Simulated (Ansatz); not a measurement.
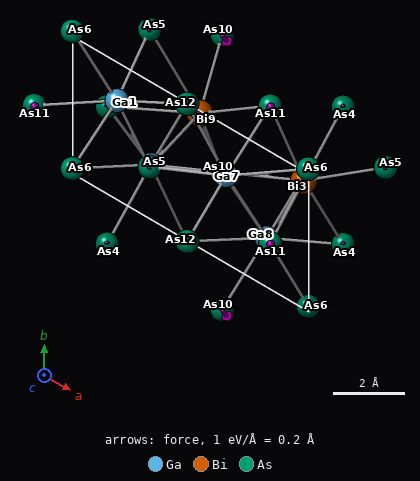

Starting geometry of solid Ga₂BiAs₃ (built on the Sn2GeTe3-164 type type) with the computed forces as purple arrows. Style: ball-and-stick. Shown: the cell of the calculation, along the c axis.

Case: shaken.

All numbers below come from DFT, PBEsol, plane waves, PAW in Ansatz. Settings: plane-wave cutoff 420 eV; k-point mesh 6 × 6 × 2; occupations fermi dirac; smearing width 0.05 eV; no spin polarisation; cell and atoms relaxed; force threshold 0.01 eV/Å; at most 120 steps.

Question: What follows when this structure is relaxed?

Answer: It isn't relaxed: the largest force vector, on a Bi atom, is 3.62 eV/Å. The final displacements follow the starting forces only in part (cosine between the two patterns 0.79). The energy falls by 116 meV per atom in 9 accepted moves (11 points after the start). The largest force component goes from 3 to 0.004 eV/Å. Pressure: 4.53 GPa at the start and 0.00 GPa at the end. The line search rejected the trial step at point 7 of the run. At 1 point the geometry stayed and the basis and grid were re-selected for the new cell (energy shift of less than 0.05 meV per atom at most each time). A Bi atom moves most relative to the cell: 0.44 Å along [−3 2 1]. Largest moves by element: Bi 0.44 Å, Ga 0.32 Å, As 0.21 Å. The drawn cell changes as follows: a 7.803 → 7.820 Å (+0.2 %), b 3.923 → 3.901 Å (−0.6 %), c 9.428 → 9.527 Å (+1.0 %), α 90.2° → 90.0°, β 89.9° → 90.6°, γ 120.3° → 119.9°; the volume changes by +1.1 %. Among the contacts that change: As–Bi 2.451 → 2.945 Å, As–Bi 3.391 → 2.947 Å, As–Bi 2.696 → 2.947 Å, As–Ga 2.420 → 2.662 Å. Bond angles that change, for instance: As–Bi–As 158.0° → 179.9°, Ga–As–Bi 79.2° → 91.7°, As–Bi–As 108.0° → 95.6°. The space group (tolerance 0.01 Å) goes from P1 (No. 1) to P2/c (No. 13). The run took 47 s on 1 × NVIDIA H100 80GB HBM3 with 2 threads of AMD EPYC 7R13 Processor (Zen 3), with other jobs on the host, peak memory 1.4 GiB.
